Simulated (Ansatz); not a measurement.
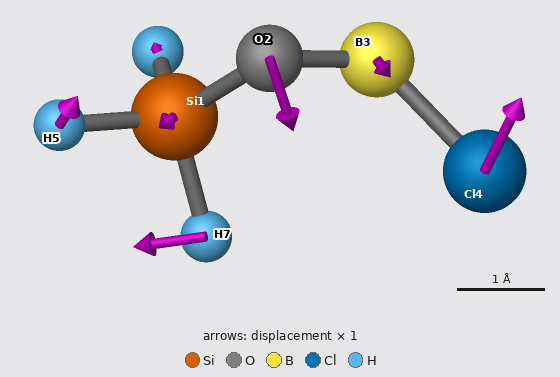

This is a relaxation of BSiH$_{3}$OCl (multiplicity 2) (coarse preliminary run). The starting structure is drawn; purple arrows show the displacements, at their true length. The two geometries are superimposed by the best rigid fit.

A ball-and-stick model, seen at a tilt.

The start comes from a force field.

Computed with UKS PBE-D4/def2-SVP in Ansatz. Settings: force threshold 0.03 eV/Å; at most 200 steps.

Question: What happened in the run?

Answer: The largest move after the best rigid fit is that of the Cl atom, 1.16 Å. By element the largest moves are Cl 1.16 Å, O 1.02 Å, H 0.90 Å, B 0.28 Å, Si 0.27 Å. Among the contacts that change: B–Si 2.460 → 2.784 Å, B–O 1.452 → 1.338 Å, O–Si 1.657 → 1.709 Å, B–Cl 1.811 → 1.763 Å. Bond angles that change, for instance: Si–O–B 104.4° → 131.6°, H–Si–H 105.6° → 110.6°, O–Si–H 111.8° → 107.1°. Groups turn about B–O by about 85°, O–Si by about 55°. Over 11 accepted moves (13 points after the start) the energy falls by 66.4 kJ/mol. Largest force component: 2.7 eV/Å at the start, 0.012 eV/Å at the end. The line search rejected the trial steps at points 9, 12 of the run. The forces were under the threshold at step 11, but the run went on from there. The run took of the order of 50 core-seconds on a shared host.
